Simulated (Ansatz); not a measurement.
## Geometry relaxation of Cu16N (part 2 of 2)

The same run, continued: Cu16N (slab, 17 atoms in the cell); DFT PBE, scalar-relativistic, plane waves, PAW, no spin polarisation (Ansatz 0.2.0); cutoff 420 eV, 3×3×1 k-mesh, Fermi–Dirac smearing of 0.1 eV. The input holds or restrains some coordinates. Forces given for the steps count only the free coordinates. It belongs to a series of runs on one base structure; here: start relaxed.

Geometry of the input (Å; fractional positions):
```
5.1053  0.0000  0.0000
2.5527  4.4213  0.0000
0.0000  0.0000  18.2527
Cu 0.0000  0.0000  0.0548
Cu 0.5000  0.0000  0.0548
Cu 0.0000  0.5000  0.0548
Cu 0.5000  0.5000  0.0548
Cu 0.1667  0.1667  0.1690
Cu 0.6667  0.1667  0.1690
Cu 0.1667  0.6667  0.1690
Cu 0.6667  0.6667  0.1690
Cu -0.1667  0.3333  0.2832
Cu 0.3333  0.3333  0.2832
Cu -0.1667  0.8333  0.2832
Cu 0.3333  0.8333  0.2832
Cu 0.0000  0.0000  0.3973
Cu 0.5000  0.0000  0.3973
Cu 0.0000  0.5000  0.3973
Cu 0.5000  0.5000  0.3973
N  0.7626  0.4894  0.4888
```

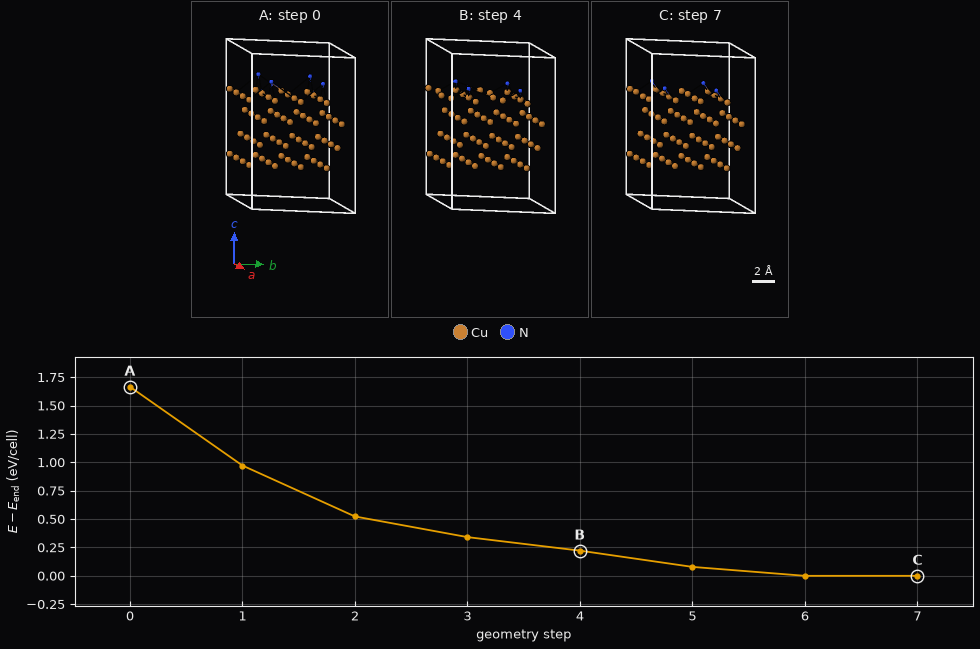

**Figure 1.** Frames of the restrained relaxation (ball-and-stick view of the 2 × 2 repeat of the cell, with the vacuum cut short (origin shifted), seen slightly off an axis) above the curves, on which the letters mark them (the first geometry is step 0 here and step 1 in the log).

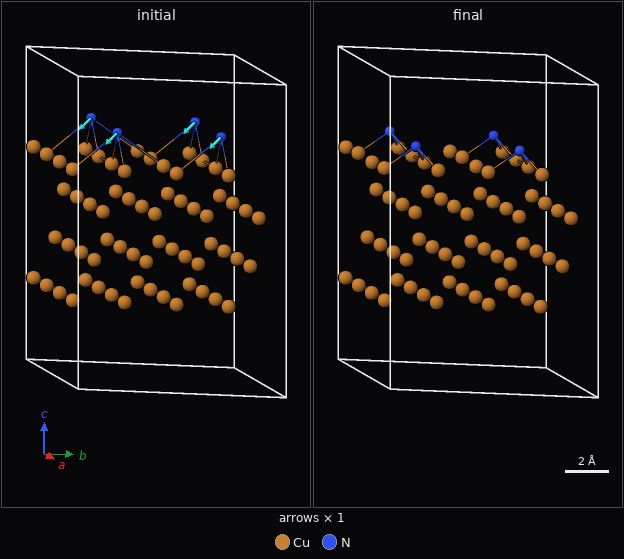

**Figure 2.** Before (left) and after (right) the restrained relaxation, at one scale (ball-and-stick view of the 2 × 2 repeat of the cell, with the vacuum cut short (origin shifted), seen slightly off an axis). The teal arrows give the displacements, at true length. The atom that moves furthest is N17 (0.90 Å). By element the largest moves are N 0.90 Å, Cu 0.09 Å. The cell doesn't change. Among the contacts that change: Cu13–N17 2.733 → 1.824 Å, Cu14–N17 2.809 → 3.117 Å, Cu16–N17 2.125 → 1.822 Å, Cu15–N17 2.080 → 1.822 Å. New bonds form: Cu13–N17 (2.73 → 1.82 Å). Among the angles that change: Cu13–N17–Cu15 62.3° → 93.0°, Cu15–N17–Cu16 74.7° → 93.7°, Cu16–Cu15–N17 126.6° → 136.9°. After 7 geometry steps the energy has fallen by 1.666 eV per cell of the calculation. Largest force component: 3.9 eV/Å at the start, 0.057 eV/Å at the end. (Atoms are counted from 1 in the order of the input.)

```
SCF converged after 5 iterations
Free energy (F): -106381.262510 eV
Harris-Foulkes:  -106381.262510 eV  (|F-HF|=7.71e-10)
Internal energy: -106380.941994 eV  (E = F + TS)
E sigma→0 (E₀):  -106381.102252 eV
Entropy (-TS):   -0.320516 eV (-18.854 meV/atom)
Fermi energy:    5.180771 eV
--- Per-component energies (eV) ---
  E_band       = -9279.233260
  E_kinetic    = 4919.171047
  E_local      = -411124.385369  (includes V_loc(G=0)·N_el)
  E_nonlocal   = 6287.420482
  E_hartree    = 199902.367410
  E_xc         = -1485.508494
  E_vxc        = -1915.067354  (∫ρ·V_xc dr)
  E_paw        = -26734.570290  (= ΣΔE_a)
  E_vpaw       = -7251.158894  (= ΣTr[D̂ρ^β])
  E_aug_tail   = 0.004453  (compensation charges beyond the density's cutoff)
  E_ewald      = 121854.558767
  E_smearing   = -0.320516  (= −TS)
  E_closure    = 0.000000  (closes the sum)
  Σ components = -106381.262510   (vs F -106381.262510, Δ=0.00e0)
--- Forces (eV/Å), atoms counted from 1 ---
  atom   1  Cu    -0.00004348    -0.01860888     0.00907763
  atom   2  Cu    -0.00000248     0.00154594    -0.02131474
  atom   3  Cu     0.02022261     0.01681939     0.00857548
  atom   4  Cu    -0.02022020     0.01684495     0.00855471
  atom   5  Cu    -0.01392986    -0.00864243     0.00610502
  atom   6  Cu     0.01422623    -0.00893989     0.00612098
  atom   7  Cu    -0.00011181     0.00713914    -0.00549425
  atom   8  Cu     0.00014024     0.01889538    -0.00968627
  atom   9  Cu     0.00019645    -0.00292740     0.03173647
  atom  10  Cu     0.00024235    -0.01076208     0.01583472
  atom  11  Cu     0.00022522     0.01534195     0.00128947
  atom  12  Cu    -0.00020602     0.01578647     0.00087315
  atom  13  Cu     0.00057962    -0.05720749    -0.00717279
  atom  14  Cu     0.00089974     0.00799352    -0.03999953
  atom  15  Cu     0.01776320     0.01327613     0.00537206
  atom  16  Cu    -0.02087528     0.01059348     0.00528714
  atom  17  N      0.00089382    -0.01715949    -0.01515393
  max |Σ_I F_I| component: 1.13e-5 eV/Å
--- Relaxed structure (8 steps of the walk, 8 accepted, 0 SCFs on fresh bases) ---
  F+E_penalty+E_count = -106381.26251017 eV   max|allowed force component| = 5.721e-2 eV/Å
  atoms:
    - { symbol: Cu, position: [0.0, 0.0, 0.0547864] }
    - { symbol: Cu, position: [0.5, 0.0, 0.0547864] }
    - { symbol: Cu, position: [0.0, 0.5, 0.0547864] }
    - { symbol: Cu, position: [0.5, 0.5, 0.0547864] }
    - { symbol: Cu, position: [0.16596321414325216, 0.1682250271575161, 0.16924165721576132] }
    - { symbol: Cu, position: [0.665795153720394, 0.16823048756419307, 0.169241338141698] }
    - { symbol: Cu, position: [0.1657976982951641, 0.66840727542873, 0.16883753098488435] }
    - { symbol: Cu, position: [0.6666740561490293, 0.6666449370931322, 0.16940805646813134] }
    - { symbol: Cu, position: [-0.16796407057449986, 0.3359486425772483, 0.2813507867036614] }
    - { symbol: Cu, position: [0.3306544726559274, 0.3387220928477971, 0.28269040853553046] }
    - { symbol: Cu, position: [-0.16580696630324748, 0.8350148719731423, 0.28295948863349774] }
    - { symbol: Cu, position: [0.3308059981410938, 0.8350209370469591, 0.2829605079436616] }
    - { symbol: Cu, position: [0.001870316157737401, -0.0036789521738038104, 0.40059219772978194] }
    - { symbol: Cu, position: [0.4971202138966766, 0.005863602279763474, 0.3960990688073804] }
    - { symbol: Cu, position: [0.0036741490405967636, 0.5135026536060406, 0.40015652891020426] }
    - { symbol: Cu, position: [0.4830243612606336, 0.5136239698714566, 0.40014656424160117] }
    - { symbol: N, position: [0.8283452188343765, 0.34345866173168604, 0.45457705686822836] }
```

Trajectory as extended XYZ (Å, eV, eV/Å), 8 frames, from step=1 to step=8
```
17
Lattice="5.1053 0.0000 0.0000 2.5527 4.4213 0.0000 0.0000 0.0000 18.2527" Properties=species:S:1:pos:R:3:forces:R:3 step=1 energy=-106379.59642
Cu    0.0000    0.0000    1.0000    0.0002  -0.0369  -0.0257
Cu    2.5527    0.0000    1.0000    0.0013   0.0330   0.0027
Cu    1.2763    2.2107    1.0000    0.0425  -0.0029   0.0022
Cu    3.8290    2.2107    1.0000   -0.0428  -0.0035   0.0021
Cu    1.2763    0.7369    3.0842   -0.0065   0.0096   0.0797
Cu    3.8290    0.7369    3.0842    0.0048   0.0085   0.0775
Cu    2.5527    2.9476    3.0842    0.0004  -0.0019   0.0421
Cu    5.1053    2.9476    3.0842    0.0018  -0.0383   0.1308
Cu    0.0000    1.4738    5.1685   -0.0024  -0.0390  -0.2699
Cu    2.5527    1.4738    5.1685   -0.0020   0.0965   0.0700
Cu    1.2763    3.6844    5.1685    0.0277  -0.0235  -0.0874
Cu    3.8290    3.6844    5.1685   -0.0241  -0.0225  -0.0877
Cu    0.0000    0.0000    7.2527    0.0015   0.2660   0.4533
Cu    2.5527    0.0000    7.2527    0.0051  -0.1930   0.3805
Cu    1.2763    2.2107    7.2527   -0.6091  -0.0675   1.5843
Cu    3.8290    2.2107    7.2527    0.6295  -0.0695   1.5071
N     5.1426    2.1636    8.9227   -0.0281   0.0850  -3.8641
17
Lattice="5.1053 0.0000 0.0000 2.5527 4.4213 0.0000 0.0000 0.0000 18.2527" Properties=species:S:1:pos:R:3:forces:R:3 step=2 energy=-106380.29033
Cu    0.0000    0.0000    1.0000    0.0003  -0.0436  -0.0159
Cu    2.5527    0.0000    1.0000    0.0008   0.0369   0.0179
Cu    1.2763    2.2107    1.0000    0.0474   0.0001   0.0204
Cu    3.8290    2.2107    1.0000   -0.0474  -0.0001   0.0202
Cu    1.2770    0.7366    3.0899    0.0007   0.0082   0.0612
Cu    3.8288    0.7366    3.0896   -0.0018   0.0082   0.0595
Cu    2.5530    2.9473    3.0896    0.0009   0.0015   0.0336
Cu    5.1056    2.9465    3.0923    0.0010  -0.0389   0.0959
Cu    0.0004    1.4725    5.1662   -0.0017  -0.0417  -0.2107
Cu    2.5535    1.4738    5.1767    0.0017   0.0704   0.0349
Cu    1.2787    3.6857    5.1757    0.0155  -0.0192  -0.0496
Cu    3.8282    3.6855    5.1764   -0.0134  -0.0206  -0.0465
Cu    0.0013    0.0154    7.2841    0.0036   0.2924   0.3422
Cu    2.5541   -0.0125    7.2822    0.0048  -0.2273   0.2775
Cu    1.2953    2.2103    7.2511   -0.4183  -0.0441   1.1650
Cu    3.8141    2.2100    7.2560    0.4915  -0.0473   1.1771
N     5.1299    2.1690    8.7284   -0.0855   0.0649  -2.9835
17
Lattice="5.1053 0.0000 0.0000 2.5527 4.4213 0.0000 0.0000 0.0000 18.2527" Properties=species:S:1:pos:R:3:forces:R:3 step=3 energy=-106380.73928
Cu    0.0000    0.0000    1.0000    0.0004  -0.0473  -0.0047
Cu    2.5527    0.0000    1.0000    0.0001   0.0375   0.0312
Cu    1.2763    2.2107    1.0000    0.0491   0.0031   0.0334
Cu    3.8290    2.2107    1.0000   -0.0487   0.0033   0.0329
Cu    1.2781    0.7364    3.0957    0.0143   0.0024   0.0509
Cu    3.8277    0.7365    3.0952   -0.0136   0.0033   0.0497
Cu    2.5532    2.9474    3.0941    0.0012   0.0039   0.0387
Cu    5.1057    2.9437    3.0997   -0.0004  -0.0295   0.0536
Cu    0.0007    1.4700    5.1619    0.0017  -0.0266  -0.0825
Cu    2.5545    1.4772    5.1891    0.0060   0.0407   0.0642
Cu    1.2800    3.6841    5.1823    0.0081  -0.0215   0.0293
Cu    3.8277    3.6835    5.1840   -0.0069  -0.0236   0.0368
Cu    0.0028    0.0389    7.3167    0.0080   0.1774   0.1733
Cu    2.5556   -0.0322    7.3108    0.0064  -0.1466   0.1290
Cu    1.3061    2.2095    7.2854    0.6489   0.0078  -0.0121
Cu    3.8123    2.2088    7.2976   -0.6932   0.0094  -0.0695
N     5.1154    2.1734    8.5341    0.0188   0.0062  -0.5553
17
Lattice="5.1053 0.0000 0.0000 2.5527 4.4213 0.0000 0.0000 0.0000 18.2527" Properties=species:S:1:pos:R:3:forces:R:3 step=4 energy=-106380.92127
Cu    0.0000    0.0000    1.0000    0.0012  -0.0414  -0.0181
Cu    2.5527    0.0000    1.0000   -0.0001   0.0289   0.0054
Cu    1.2763    2.2107    1.0000    0.0447   0.0051   0.0267
Cu    3.8290    2.2107    1.0000   -0.0438   0.0059   0.0251
Cu    1.2816    0.7362    3.0919   -0.0113  -0.0054  -0.0205
Cu    3.8250    0.7363    3.0908    0.0109  -0.0051  -0.0190
Cu    2.5534    2.9534    3.0914    0.0003   0.0023  -0.0144
Cu    5.1058    2.9392    3.0986    0.0000   0.0086  -0.0102
Cu    0.0007    1.4807    5.1368    0.0016  -0.0138  -0.0853
Cu    2.5547    1.4680    5.1585    0.0018   0.0128  -0.0538
Cu    1.2874    3.6945    5.1708   -0.0016  -0.0260   0.0127
Cu    3.8201    3.6939    5.1728    0.0014  -0.0264   0.0160
Cu    0.0015    0.1170    7.3173    0.0049   0.2046   0.3166
Cu    2.5544   -0.0850    7.2977    0.0028  -0.0500   0.0769
Cu    1.3708    2.2211    7.2140    0.3451   0.1266  -0.0200
Cu    3.7405    2.2207    7.2227   -0.3713   0.1281  -0.0591
N     5.1107    2.0739    8.3606    0.0135  -0.3548  -0.1778
17
Lattice="5.1053 0.0000 0.0000 2.5527 4.4213 0.0000 0.0000 0.0000 18.2527" Properties=species:S:1:pos:R:3:forces:R:3 step=5 energy=-106381.04055
Cu    0.0000    0.0000    1.0000    0.0014  -0.0294  -0.0364
Cu    2.5527    0.0000    1.0000    0.0000   0.0188  -0.0344
Cu    1.2763    2.2107    1.0000    0.0364   0.0077   0.0123
Cu    3.8290    2.2107    1.0000   -0.0352   0.0084   0.0105
Cu    1.2817    0.7358    3.0824   -0.0260  -0.0061  -0.0181
Cu    3.8254    0.7359    3.0813    0.0252  -0.0061  -0.0155
Cu    2.5536    2.9591    3.0851   -0.0002   0.0034  -0.0098
Cu    5.1060    2.9396    3.0935    0.0003   0.0362  -0.0046
Cu    0.0011    1.4910    5.1195    0.0011  -0.0087   0.0085
Cu    2.5548    1.4658    5.1326   -0.0042  -0.0249  -0.0657
Cu    1.2929    3.7040    5.1731    0.0004   0.0126  -0.0074
Cu    3.8148    3.7035    5.1752   -0.0001   0.0154  -0.0115
Cu    0.0014    0.1999    7.3861   -0.0018  -0.3437   0.0546
Cu    2.5541   -0.1167    7.3201   -0.0005   0.1312  -0.1012
Cu    1.4293    2.2547    7.1916   -0.5537   0.2079   0.1547
Cu    3.6769    2.2546    7.1953    0.5768   0.2022   0.1620
N     5.1083    1.9103    8.2538   -0.0199  -0.2249  -0.0983
17
Lattice="5.1053 0.0000 0.0000 2.5527 4.4213 0.0000 0.0000 0.0000 18.2527" Properties=species:S:1:pos:R:3:forces:R:3 step=6 energy=-106381.18377
Cu    0.0000    0.0000    1.0000    0.0005  -0.0264  -0.0179
Cu    2.5527    0.0000    1.0000    0.0001   0.0131  -0.0319
Cu    1.2763    2.2107    1.0000    0.0284   0.0147   0.0210
Cu    3.8290    2.2107    1.0000   -0.0279   0.0149   0.0202
Cu    1.2773    0.7390    3.0842   -0.0098   0.0102   0.0004
Cu    3.8288    0.7391    3.0838    0.0098   0.0099   0.0014
Cu    2.5531    2.9600    3.0871   -0.0004  -0.0123  -0.0025
Cu    5.1056    2.9479    3.0958    0.0001   0.0046  -0.0009
Cu    0.0007    1.4876    5.1266   -0.0004  -0.0008   0.0234
Cu    2.5535    1.4744    5.1432   -0.0022   0.0308  -0.0369
Cu    1.2893    3.7044    5.1781    0.0292  -0.0144  -0.0476
Cu    3.8171    3.7043    5.1790   -0.0293  -0.0138  -0.0515
Cu    0.0003    0.0806    7.3925    0.0005  -0.2013  -0.0980
Cu    2.5531   -0.0561    7.2793   -0.0015   0.1957  -0.1160
Cu    1.3841    2.2658    7.2288   -0.2507   0.0741   0.1703
Cu    3.7209    2.2652    7.2291    0.2629   0.0739   0.1775
N     5.1061    1.7108    8.2684   -0.0094  -0.1733  -0.0102
17
Lattice="5.1053 0.0000 0.0000 2.5527 4.4213 0.0000 0.0000 0.0000 18.2527" Properties=species:S:1:pos:R:3:forces:R:3 step=7 energy=-106381.26251
Cu    0.0000    0.0000    1.0000    0.0000  -0.0186   0.0090
Cu    2.5527    0.0000    1.0000    0.0000   0.0016  -0.0213
Cu    1.2763    2.2107    1.0000    0.0202   0.0168   0.0085
Cu    3.8290    2.2107    1.0000   -0.0202   0.0168   0.0085
Cu    1.2767    0.7438    3.0891   -0.0139  -0.0086   0.0061
Cu    3.8285    0.7438    3.0891    0.0142  -0.0089   0.0061
Cu    2.5527    2.9552    3.0817   -0.0001   0.0071  -0.0056
Cu    5.1053    2.9475    3.0922    0.0001   0.0189  -0.0098
Cu    0.0001    1.4853    5.1354    0.0002  -0.0030   0.0317
Cu    2.5527    1.4976    5.1599    0.0002  -0.0107   0.0159
Cu    1.2850    3.6919    5.1648    0.0002   0.0153   0.0013
Cu    3.8204    3.6919    5.1648   -0.0002   0.0158   0.0009
Cu    0.0002   -0.0163    7.3119    0.0006  -0.0579  -0.0075
Cu    2.5529    0.0259    7.2299    0.0009   0.0081  -0.0399
Cu    1.3296    2.2704    7.3039    0.0177   0.0134   0.0057
Cu    3.7771    2.2709    7.3038   -0.0208   0.0108   0.0056
N     5.1057    1.5185    8.2973    0.0009  -0.0166  -0.0149
17
Lattice="5.1053 0.0000 0.0000 2.5527 4.4213 0.0000 0.0000 0.0000 18.2527" Properties=species:S:1:pos:R:3:forces:R:3 step=8 energy=-106381.26251
Cu    0.0000    0.0000    1.0000    0.0000  -0.0186   0.0091
Cu    2.5527    0.0000    1.0000    0.0000   0.0015  -0.0213
Cu    1.2763    2.2107    1.0000    0.0202   0.0168   0.0086
Cu    3.8290    2.2107    1.0000   -0.0202   0.0168   0.0086
Cu    1.2767    0.7438    3.0891   -0.0139  -0.0086   0.0061
Cu    3.8285    0.7438    3.0891    0.0142  -0.0089   0.0061
Cu    2.5527    2.9552    3.0817   -0.0001   0.0071  -0.0055
Cu    5.1053    2.9475    3.0922    0.0001   0.0189  -0.0097
Cu    0.0001    1.4853    5.1354    0.0002  -0.0029   0.0317
Cu    2.5527    1.4976    5.1599    0.0002  -0.0108   0.0158
Cu    1.2850    3.6919    5.1648    0.0002   0.0153   0.0013
Cu    3.8204    3.6919    5.1648   -0.0002   0.0158   0.0009
Cu    0.0002   -0.0163    7.3119    0.0006  -0.0572  -0.0072
Cu    2.5529    0.0259    7.2299    0.0009   0.0080  -0.0400
Cu    1.3296    2.2704    7.3039    0.0178   0.0133   0.0054
Cu    3.7771    2.2709    7.3038   -0.0209   0.0106   0.0053
N     5.1057    1.5185    8.2973    0.0009  -0.0172  -0.0152
```

Key numbers

- outcome: converged under the restraints of the input
- electrons treated: 309
- free energy: −106381.2625 eV
- Fermi energy: 5.181 eV
- final volume: 412.00 Å³
- largest force (length of the vector) at the end, held atoms and coordinates included: 0.058 eV/Å
- hardware: 4 threads of Intel Xeon @ 2.80GHz (Skylake/Cascade Lake), 24 GiB of memory available, shared host
- wall time: 69 s (CPU time 4.4 min)
- peak memory: 1.7 GiB

Remarks

The cell holds an odd number of electrons but the run has no spin polarisation, so a band is left half filled.
